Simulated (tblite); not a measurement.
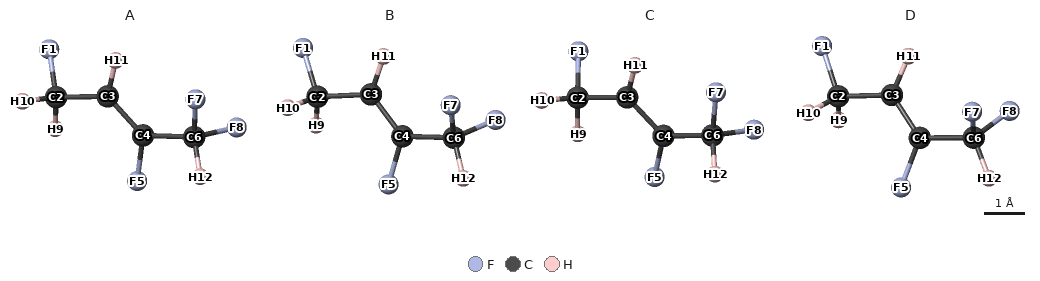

4 geometries from one relaxation of C4H4F4, in shuffled order. The picture is a ball-and-stick view, seen from a free direction.

Computed with tblite, GFN2-xTB geometry optimisation, gas phase. 

**Order the frames from highest to lowest energy.**

C, A, B, D. They are steps 0, 24, 38, 65, at +10.9 kcal/mol, +1.26 kcal/mol, +0.40 kcal/mol relative to the last. The energy falls by 10.9 kcal/mol in 65 geometry steps. The largest move after the best rigid fit is that of F5, 0.94 Å. Largest moves by element: F 0.94 Å, H 0.89 Å, C 0.31 Å. Near-neighbour distances that change, for instance: C6–F8 1.398 → 1.355 Å, C2–H9 1.139 → 1.096 Å, C4–C6 1.471 → 1.506 Å, C4–F5 1.383 → 1.351 Å. Among the angles between lasting bonds that change: F5–C4–C6 119.8° → 113.2°, C4–C6–F8 105.3° → 110.9°, C3–C4–C6 120.4° → 125.3°. Groups turn about C4–C6 by about 55°, C2–C3 by about 55°. Cost: 0.5 s on 1 thread of Arm Neoverse N1 (shared host).
